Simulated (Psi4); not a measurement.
# triplet SiNH5: levels of theory compared

Aim: a comparison of 3 runs (USVWN5/def2-TZVP, UMP2/def2-TZVP, UCCSD/def2-TZVP) of triplet SiNH5. 

The calculation is run with Psi4 1.11.

## 1. The system as given

The species is SiNH5 (7 atoms), meant as a triplet with charge 0. SMILES of the parent species: `[SiH3]N`. The coordinates come from a PBE0-D4/def2-TZVP relaxation. That shape belongs to the parent species and isn't relaxed for this state.

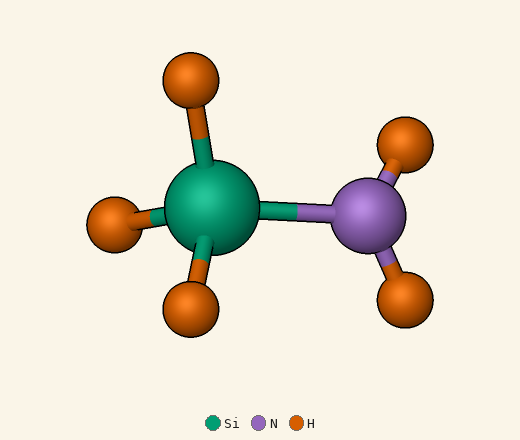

Viewed from a chosen angle; silicon teal, nitrogen purple, hydrogen orange.

## 2. Energy and forces at USVWN5/def2-TZVP (run 1)

Input file h5nsi.inp:

```
memory 2.2 GB

molecule {
  0 3
  Si    -0.413010    -0.292700    -0.422350
  N      0.611760     0.348670     0.801280
  H     -0.018320    -1.706330    -0.653330
  H     -1.813170    -0.217090     0.068940
  H     -0.367930     0.402730    -1.743970
  H      0.391580     1.238230     1.219480
  H      1.609100     0.226510     0.729930
  symmetry c1
}

set globals {
  basis def2-TZVP
  reference uks
  puream true
  e_convergence 1e-09
  d_convergence 1e-08
  scf_type pk
  dft_radial_points 99
  dft_spherical_points 590
  maxiter 100
}

e_tot, wfn = gradient("scf", dft_functional={"name": "SVWN5", "x_functionals": {"LDA_X": {}}, "c_functionals": {"LDA_C_VWN": {}}}, return_wfn=True)
```

Command:

```sh
$ psi4 -i h5nsi.inp -o h5nsi.out -n 1
```

h5nsi.out:

```text
[...]
  Running in c1 symmetry.
[...]
  Nuclear repulsion =   64.839844758789525
[...]
  Multiplicity = 3
[...]
  Nalpha       = 14
  Nbeta        = 12
[...]
    Number of basis functions: 98
[...]
   @UKS iter   1:  -344.96954463725342    2.78744e-01   1.04654e-02 DIIS/ADIIS
[...]
   @UKS iter  15:  -345.44156044535026   -6.08225e-12   4.44464e-09 DIIS
[...]
   @S^2 Observed:                2.002438137E+00
[...]
  @UKS Final Energy:  -345.44156044535026
   => Energetics <=
    Nuclear Repulsion Energy =             64.8398447587895248
    One-Electron Energy =                -606.1636035813087346
    Two-Electron Energy =                 223.7744380371767079
    DFT Exchange-Correlation Energy =     -27.8922396600077072
    Empirical Dispersion Energy =           0.0000000000000000
    VV10 Nonlocal Energy =                  0.0000000000000000
    Total Energy =                       -345.4415604453502624
[...]
  -Total Gradient:
     Atom            X                  Y                   Z
    ------   -----------------  -----------------  -----------------
       1        0.027244179046     0.028423624665     0.009111019346
       2        0.004345442782     0.000668747819     0.009407535038
       3       -0.007281462253     0.001119430137     0.001554336584
       4        0.002281775935    -0.006808013653    -0.002279767502
       5       -0.002451617440    -0.006747177622     0.007784379400
       6        0.014234385736    -0.030177991692    -0.023357980512
       7       -0.038372831397     0.013521464426    -0.002220010216
[...]
```

It took 56 s on 1 thread of Intel Xeon at 2.50GHz (Skylake/Cascade Lake), shared host; peak memory 0.66 GiB.

## 3. The energy at UMP2/def2-TZVP (run 2)

Input file run.py:

```python
import numpy as np
from ase.calculators.psi4 import Psi4
from ase import Atoms

a = Atoms(['Si', 'N', 'H', 'H', 'H', 'H', 'H'], positions=[
    [-0.413010, -0.292700, -0.422350],
    [0.611760, 0.348670, 0.801280],
    [-0.018320, -1.706330, -0.653330],
    [-1.813170, -0.217090, 0.068940],
    [-0.367930, 0.402730, -1.743970],
    [0.391580, 1.238230, 1.219480],
    [1.609100, 0.226510, 0.729930],
])
calc = Psi4(atoms=a, method='mp2', basis='def2-TZVP', memory='2200MB', num_threads=1, charge=0, multiplicity=3, label='calc', reference='uhf')
calc.psi4.set_options({'puream': True, 'e_convergence': 1e-09, 'd_convergence': 1e-08, 'scf_type': 'pk', 'num_frozen_docc': 6, 'mp2_type': 'conv', 'maxiter': 100})
a.calc = calc

print(f'energy: {a.get_potential_energy():.6f} eV')
```

Command:

```sh
$ python run.py
```

calc.dat:

```text
[...]
  Running in c1 symmetry.
[...]
  Nuclear repulsion =   64.839844758789525
[...]
  Multiplicity = 3
[...]
  Nalpha       = 14
  Nbeta        = 12
[...]
    Number of basis functions: 98
[...]
   @UHF iter   1:  -345.97657749280893   -2.78158e-01   4.31441e-03 ADIIS/DIIS
[...]
   @UHF iter  18:  -346.14211920629998   -1.63709e-11   7.92030e-09 DIIS
[...]
   @S^2 Observed:                2.010127080E+00
[...]
  @UHF Final Energy:  -346.14211920629998
   => Energetics <=
    Nuclear Repulsion Energy =             64.8398447587895248
    One-Electron Energy =                -605.3873449960542530
    Two-Electron Energy =                 194.4053810309647758
    Total Energy =                       -346.1421192062999808
  UHF NO Occupations:
  HONO-2 :   12  A 1.9971264
  HONO-1 :   13  A 1.0000000
[...]
 Multipole Moments:
 ------------------------------------------------------------------------------------
     Multipole            Electronic (a.u.)      Nuclear  (a.u.)        Total (a.u.)
 ------------------------------------------------------------------------------------
 L = 1.  Multiply by 2.5417464519 to convert [e a0] to [Debye]
 Dipole X            :         -0.1822494            0.1220526           -0.0601968
 Dipole Y            :         -0.4102384            0.2767427           -0.1334958
 Dipole Z            :          0.3943932           -0.2689404            0.1254528
 Magnitude           :                                                    0.1928294
[...]
	SCS-MP2 Total Energy (a.u.)        :  -346.45162434464652
	SOS-MP2 Total Energy (a.u.)        :  -346.43026629957961
	SCSN-MP2 Total Energy (a.u.)       :  -346.25488968425304
[...]
	SOS-PI-MP2 Total Energy (a.u.)     :  -346.47829081512623
[...]
	MP2 Total Energy (a.u.)            :  -346.44631591923360
[...]
```

On the terminal:

```text
energy: -9427.284439 eV
```

Wall time 19 s (1 thread of Intel Xeon at 2.50GHz (Skylake/Cascade Lake), shared host); peak memory 0.58 GiB.

## 4. A single-point energy at UCCSD/def2-TZVP (run 3)

Input file job.inp:

```
memory 2.2 GB

molecule mol {
  0 3
  Si    -0.413010    -0.292700    -0.422350
  N      0.611760     0.348670     0.801280
  H     -0.018320    -1.706330    -0.653330
  H     -1.813170    -0.217090     0.068940
  H     -0.367930     0.402730    -1.743970
  H      0.391580     1.238230     1.219480
  H      1.609100     0.226510     0.729930
  units angstrom
  symmetry c1
}

set {
  basis def2-TZVP
  reference uhf
  puream true
  e_convergence 1e-09
  d_convergence 1e-08
  scf_type pk
  num_frozen_docc 6
  maxiter 100
}

result = energy("ccsd")
```

Command:

```sh
$ psi4 job.inp job.out -n 1
```

job.out:

```text
[...]
  Running in c1 symmetry.
[...]
  Nuclear repulsion =   64.839844758789525
[...]
  Multiplicity = 3
[...]
  Nalpha       = 14
  Nbeta        = 12
[...]
    Number of basis functions: 98
[...]
   @UHF iter   1:  -345.97657749280893   -2.78158e-01   4.31441e-03 DIIS/ADIIS
[...]
   @UHF iter  18:  -346.14211920630004   -1.69962e-11   7.92030e-09 DIIS
[...]
   @S^2 Observed:                2.010127080E+00
[...]
  @UHF Final Energy:  -346.14211920630004
   => Energetics <=
    Nuclear Repulsion Energy =             64.8398447587895248
    One-Electron Energy =                -605.3873449960550488
    Two-Electron Energy =                 194.4053810309654295
    Total Energy =                       -346.1421192063000376
  UHF NO Occupations:
  HONO-2 :   12  A 1.9971264
  HONO-1 :   13  A 1.0000000
[...]
 Multipole Moments:
 ------------------------------------------------------------------------------------
     Multipole            Electronic (a.u.)      Nuclear  (a.u.)        Total (a.u.)
 ------------------------------------------------------------------------------------
 L = 1.  Multiply by 2.5417464519 to convert [e a0] to [Debye]
 Dipole X            :         -0.1822494            0.1220526           -0.0601968
 Dipole Y            :         -0.4102384            0.2767427           -0.1334958
 Dipole Z            :          0.3943932           -0.2689404            0.1254528
 Magnitude           :                                                    0.1928294
[...]
      * MP2 total energy                      = -346.446315919235644
[...]
      * CCSD total energy                     = -346.489661816408955
[...]
```

Run time: 2.3 min. Hardware: 1 thread of Intel Xeon at 2.50GHz (Skylake/Cascade Lake), shared host; peak memory 1 GiB.

## 5. The series

```csv
run,level,task,frozen core orbitals,energy (Eh),HOMO energy (eV),⟨S²⟩,wall time
1,USVWN5/def2-TZVP,gradient,0,-345.441560,-1.77,2.002,56 s
2,UMP2/def2-TZVP,energy,6,-346.446316,-3.39,2.010,19 s
3,UCCSD/def2-TZVP,energy,6,-346.489662,-3.39,2.010,2.3 min
```

## 6. Summary of results

| quantity | value |
| --- | --- |
| run 3: total energy | -346.48966 Eh |
| run 3: HOMO energy (Hartree–Fock orbitals) (highest over α and β) | -3.39 eV |
| run 3: LUMO energy (Hartree–Fock orbitals) (lowest over α and β) | -0.62 eV |
| run 3: correlation energy (6 core orbitals frozen) | -347.5 mEh |
| run 3: ⟨S²⟩ of the reference determinant | 2.010 |
| run 3: T1 diagnostic | 0.051 |

All runs together took 3.6 min, the longest 2.3 min.
